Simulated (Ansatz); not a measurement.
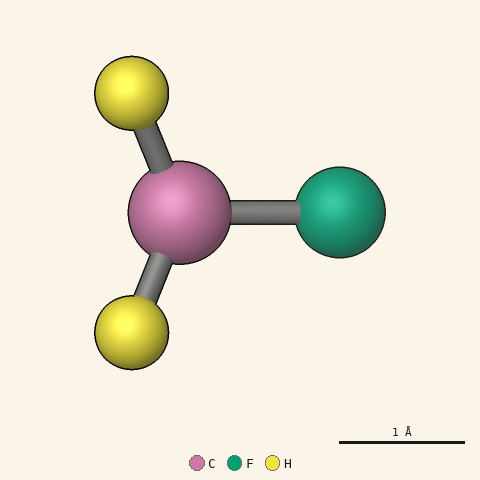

Ball-and-stick drawing of a structure.

State: neutral, doublet. The computed structure is the end point of a PBE0-D4/def2-TZVP optimisation.

Question: Give the formula.

Answer: CH2F, 4 atoms: 1 carbon, 2 hydrogen and 1 fluorine.

Question: How many bonds of each kind are drawn?

Answer: 2 C–H, 1 C–F. Sticks follow a distance rule.

The parts below concern this one geometry. Atoms keep their numbers from picture to picture.

## Shape

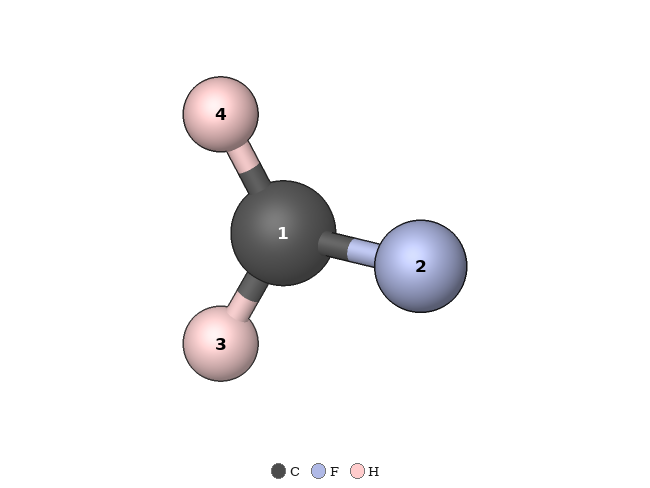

Give these bond angles: F2–C1–H3, H3–C1–H4.

```
   angle  degrees
F2–C1–H3    115.1
H3–C1–H4    124.6
```

## Vibrations

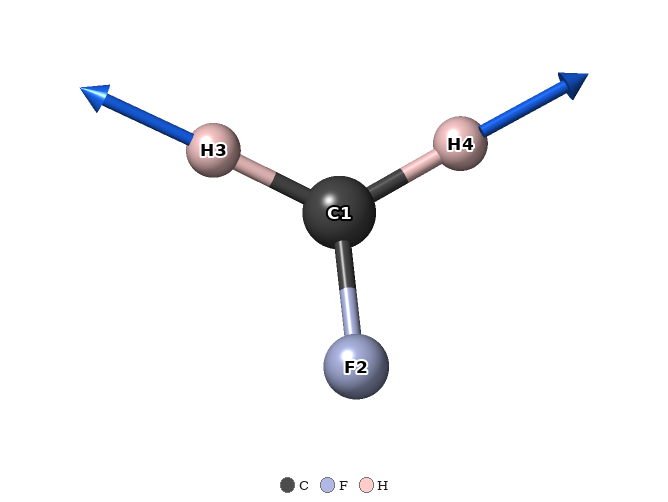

The arrows show one normal mode. Harmonic vibrations computed with UKS PBE0-D4/def2-TZVP (Ansatz 0.2.0) at a stationary point of the same level.

Question: What kind of motion is it?

Answer: Mostly in-phase stretching of 2 C–H bonds.

Question: Estimate its harmonic wavenumber.

Answer: 3148 cm⁻¹; it is mode 5 of 6 counted from the lowest.

## Electronic properties

Method: UHF-MP2, frozen core/def2-QZVPP (Ansatz 0.2.0).

Question: Estimate the ⟨S²⟩ of the determinant.

Answer: 0.762.

## Dipole moment

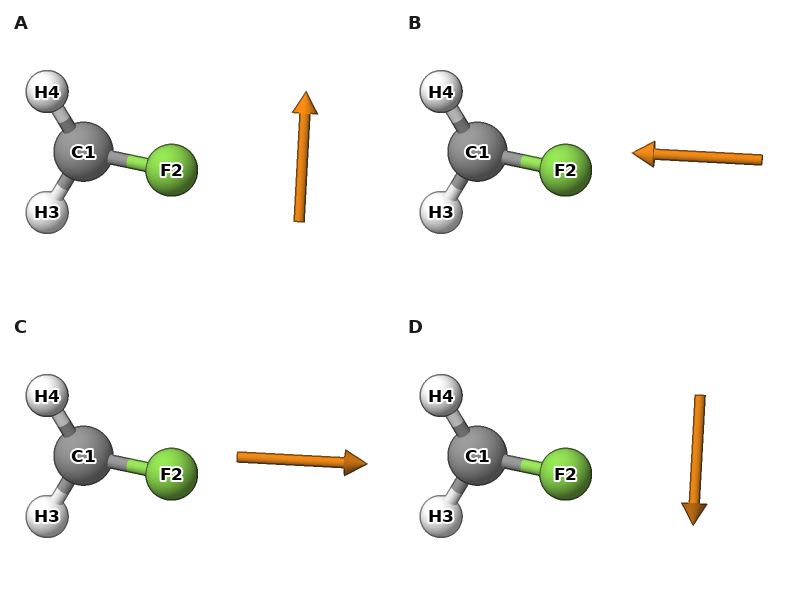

The same molecule four times, each with an arrow. Method: UKS PBE0-D4/def2-TZVP (Ansatz 0.2.0).

Question: Which arrow points along the dipole moment, from the negative to the positive end?

Answer: B. The dipole moment is 1.30 D; it points from the side of F2 to the side of H3, H4 (the outermost atoms at the two ends).

## Charges

The questions are on Mulliken charges. Method: UKS PBE0-D4/def2-TZVP (Ansatz 0.2.0).

List the Mulliken charges.

```json
{"atom": "C1", "value (e)": "−0.09"}
{"atom": "F2", "value (e)": "−0.17"}
{"atom": "H3", "value (e)": "0.13"}
{"atom": "H4", "value (e)": "0.13"}
```

Mulliken values depend strongly on the basis set and can even reverse the polarity of a bond.
